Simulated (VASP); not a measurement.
Band structure of FePt (L1_0). These are revPBE GGA, VASP's PBE PAW potentials (set 64) (plane waves; VASP 6.6.1) values and carry that method's errors.

Unless said otherwise, spin-orbit coupling is left out, though it shifts the bands of the heavy elements here.

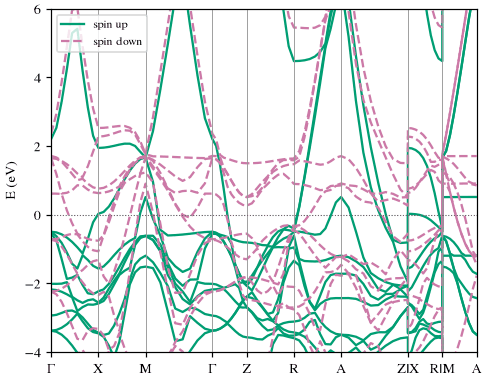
Figure: Bands along high-symmetry lines, zero at the valence-band maximum or, without a gap, the Fermi level

Question: Read the plot: is there a gap, and where are the band edges?

Answer: It has no gap at this level: it comes out as a metal or semimetal. (Edges off the drawn lines would not show.)

The compound is FePt in the L1_0 structure. It was relaxed first.
